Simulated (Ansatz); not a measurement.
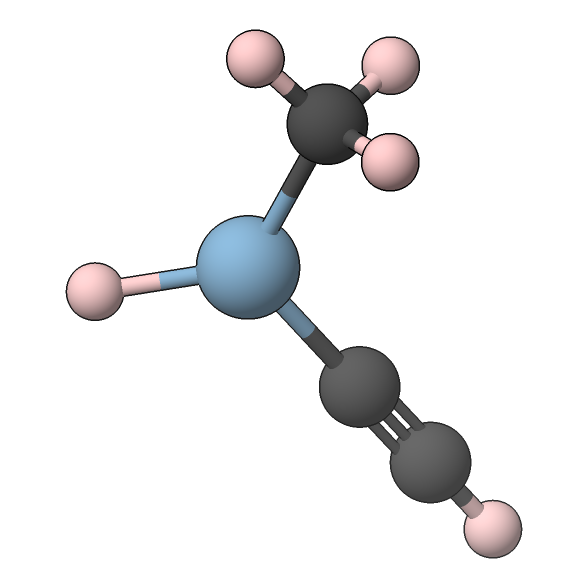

Ball-and-stick drawing of a structure. Colours: carbon dark grey, aluminium light blue, hydrogen pink.

The computed structure is the end point of a PBE0-D4/def2-TZVP optimisation.

> What is the molecular formula?

C3H5Al, 9 atoms: 3 carbon, 5 hydrogen and 1 aluminium.

> Write the SMILES.

C#[C][AlH][CH3]

More results for the same structure follow; atom numbers are the same in all pictures, views and colours differ.

Shape

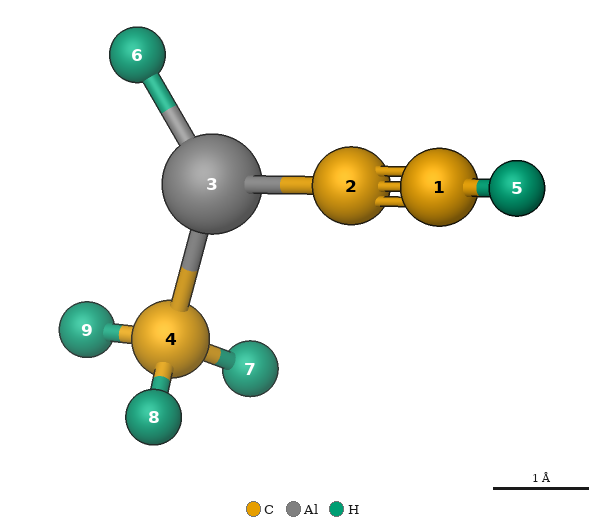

The atoms are numbered.

> How are the neighbours of atom 1 arranged?

C1 has 2 neighbours (C2 at 1.21, H5 at 1.07 Å); the arrangement is linear.

> Describe the coordination of atom 2.

C2 has 2 neighbours (C1 at 1.21, Al3 at 1.91 Å); the arrangement is linear.

> How are the neighbours of atom 4 arranged?

C4 has 4 neighbours (Al3 at 1.94, H7 at 1.10, H8 at 1.09, H9 at 1.09 Å); the arrangement is tetrahedral.

> What is the geometry at Al3?

Al3 has 3 neighbours (C2 at 1.91, C4 at 1.94, H6 at 1.58 Å); the arrangement is trigonal planar.

Charges

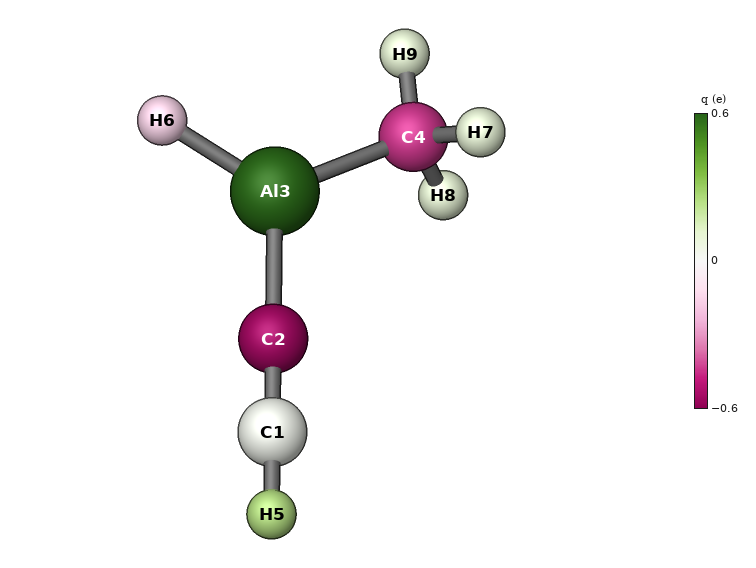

Atoms are coloured by their Mulliken charges. Properties computed with RKS B3LYP-D4/def2-TZVPP (Ansatz 0.2.0).

List the Mulliken charges.

```json
{"atom": "C1", "value (e)": "0.03"}
{"atom": "C2", "value (e)": "−0.55"}
{"atom": "Al3", "value (e)": "0.58"}
{"atom": "C4", "value (e)": "−0.44"}
{"atom": "H5", "value (e)": "0.24"}
{"atom": "H6", "value (e)": "−0.15"}
{"atom": "H7", "value (e)": "0.09"}
{"atom": "H8", "value (e)": "0.10"}
{"atom": "H9", "value (e)": "0.10"}
```

Electronic properties

Level of theory: RKS r2SCANh-D4/def2-TZVPP (Ansatz 0.2.0).

Predict the main results.

- HOMO energy (Kohn–Sham orbital): −7.30 eV
- LUMO energy (Kohn–Sham orbital): −1.69 eV
- HOMO–LUMO gap: 5.61 eV
- dispersion correction: −3.6 kJ/mol

Dipole moment

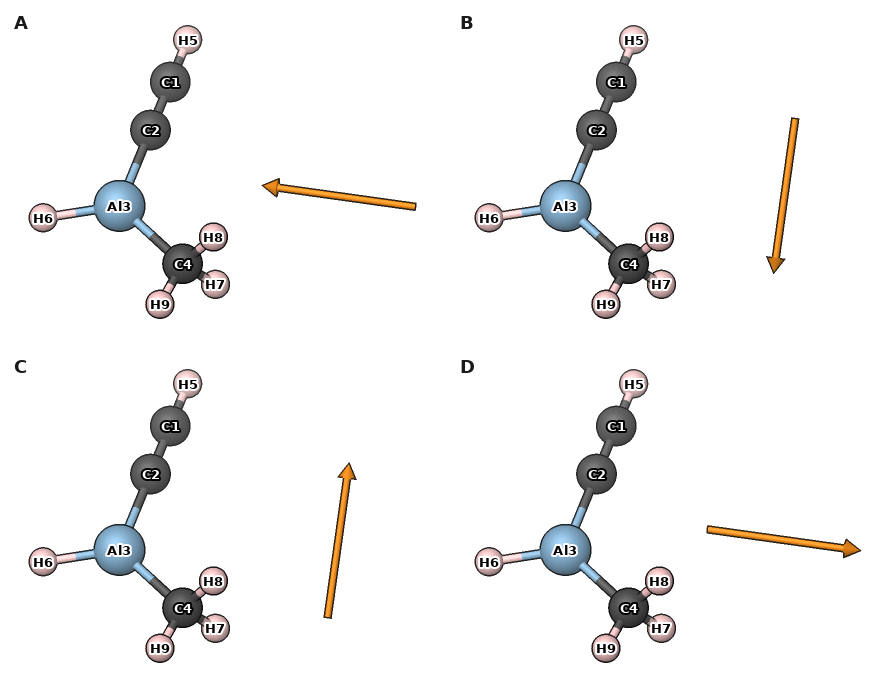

The same molecule four times, each with an arrow. Level of theory: RKS B3LYP-D4/def2-TZVPP (Ansatz 0.2.0).

> Which arrow points along the dipole moment, from the negative to the positive end?

D. The dipole moment is 0.65 D; it points from the side of H6 to the side of H7, H8 (the outermost atoms at the two ends).

Mulliken values depend strongly on the basis set and can even reverse the polarity of a bond.
